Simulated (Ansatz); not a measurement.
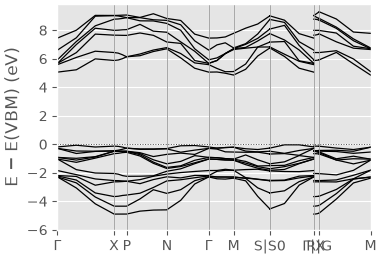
*Band structure from plane-wave PAW HSE06 (Ansatz code)*

Read off the gap and where the band edges lie.

About 4.9 eV (4.86 eV among the points solved); maximum on the S0–Γ line, 51 % of the way from S0, minimum at M.

The material is Ba2HfO4 in space group I4/mmm (No. 139; Ba on 4e, Hf on 2a, O on 4c, O on 4e).

The workflow started from a Materials Project entry (that database holds measured and hypothetical structures alike); the Crystallography Open Database copy checked does not list it. Its standing as an ambient phase is unchecked. The cell was relaxed with HSE06 under the symmetry of its start; its stability against distortions is not shown here. No spin polarisation was allowed. The hybrid was solved on a coarse mesh, the path and, where they were found, the r²SCAN edge points; its band edges are the extreme levels among these. Scalar-relativistic: spin–orbit coupling is off unless named, which matters more the heavier the elements.

Potentials: the later of the program's two PAW sets.
